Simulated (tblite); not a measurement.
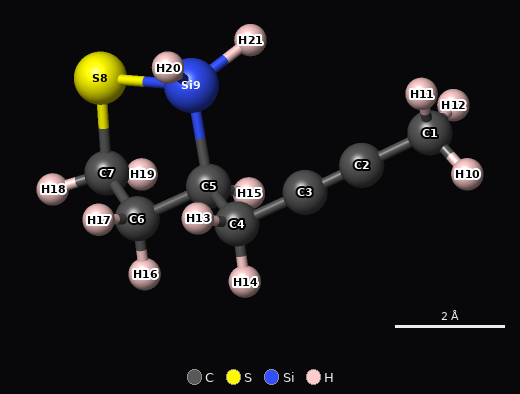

**Figure 1.** The structure (ball-and-stick view, seen at a tilt; atoms are numbered from 1 in the order of the input). Bond lengths as drawn: C–C 1.20 to 1.53 Å, C–H 1.09 to 1.10 Å, C–S 1.84 Å, C–Si 1.91 Å, H–Si 1.46 Å and S–Si 2.14 Å.

**C7H12SSi: frequency calculation**

System: C7H12SSi, SMILES CC#CC[C@H]1CCS[SiH2]1.
Method: GFN2-xTB harmonic vibrations, gas phase (tblite 0.8.0).

It belongs to a series of runs on one base structure; here: ring closed by a new C-C bond.

### Output
```
mode    cm-1     km/mol
  1     -28.9      0.02
  2      38.1      0.30
  3      53.6      2.00
  4      82.2      4.75
  5     189.9      2.39
  6     209.6      1.27
  7     242.7      3.04
  8     260.4      2.11
  9     298.5      2.27
 10     306.0      1.61
 11     335.5      0.96
 12     420.3      2.51
 13     499.3     22.99
 14     501.4     72.06
 15     521.5      5.04
 16     535.9     27.57
 17     646.4    116.79
 18     670.5    110.07
 19     692.1    138.64
 20     767.8    218.21
 21     804.1      4.16
 22     853.7      0.82
 23     913.4      4.42
 24     981.3      3.15
 25    1014.7      1.46
 26    1027.0     12.48
 27    1027.5      4.70
 28    1063.3      3.83
 29    1092.9      4.06
 30    1123.3      8.09
 31    1138.4      6.83
 32    1168.9      0.04
 33    1208.2     34.60
 34    1250.1     13.50
 35    1261.6      0.84
 36    1285.8      1.65
 37    1324.1      0.45
 38    1335.3      0.91
 39    1391.7      2.97
 40    1458.3      5.10
 41    1459.2      4.60
 42    1460.1      1.04
 43    1465.9      1.59
 44    1487.6      1.85
 45    2306.4    324.43
 46    2325.5    151.92
 47    2419.9      3.08
 48    2913.7     27.13
 49    2920.8     38.75
 50    2944.6     38.62
 51    2945.1     56.60
 52    2964.8     22.14
 53    2979.0     39.14
 54    3001.7     26.02
 55    3002.4     25.94
 56    3010.5     33.00
 57    3014.2     11.41
```

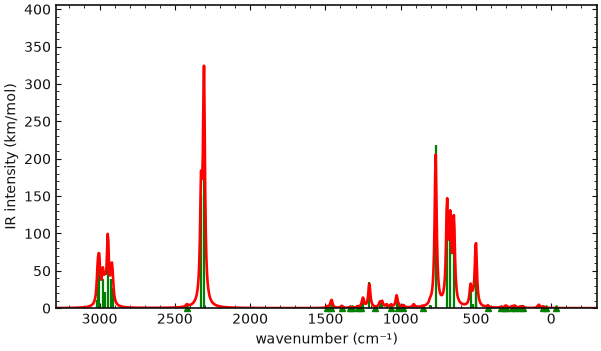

**Figure 2.** Harmonic infrared spectrum, unscaled: sticks (degenerate modes added up, dark ones marked on the axis) with a Lorentzian envelope of 16 cm⁻¹ full width, scaled to the tallest stick; imaginary modes are drawn at negative wavenumbers. 57 modes from 29i to 3014 cm⁻¹, 1 imaginary beyond 8i (29i cm⁻¹): not a clean minimum; so soft a mode can be a shallow saddle, an incomplete relaxation or noise of the force constants. The strongest line is at 2306 cm⁻¹ (324 km/mol).

This output came from the following input.

### Input
```
{"job": {"kind": "ir", "xc": "GFN2-xTB", "basis": "xTB"}, "charge": 0, "multiplicity": 1}
C      3.979996     0.698786     0.510012
C      2.710948     0.009047     0.417792
C      1.664323    -0.571295     0.354301
C      0.378710    -1.230901     0.236665
C     -0.656755    -0.286655    -0.380107
C     -2.021934    -0.954404    -0.539842
C     -3.045130     0.079752    -0.971294
S     -3.031966     1.501562     0.190334
Si    -0.949327     1.292609     0.651220
H      4.795539     0.020661     0.259710
H      4.130530     1.072636     1.522464
H      3.995449     1.540254    -0.182404
H      0.047593    -1.552315     1.229248
H      0.490068    -2.125793    -0.386321
H     -0.296101     0.000533    -1.374806
H     -1.986375    -1.759623    -1.279860
H     -2.331822    -1.386859     0.415553
H     -4.058709    -0.315867    -0.966868
H     -2.819761     0.470499    -1.963933
H     -0.806627     1.069914     2.084793
H     -0.197569     2.444402     0.172870
```

The first line tells a small driver script what to run in tblite; the rest is the geometry in Å.

Launch command:
```bash
OMP_NUM_THREADS=1 python <driver script> task.json out
```

### Key numbers

- outcome: converged
- total energy: −708.9709 eV
- zero-point energy: 103.8110 kcal/mol
- hardware: 1 CPU thread, shared host
- wall time: 1.7 s
- peak memory: 0.18 GiB
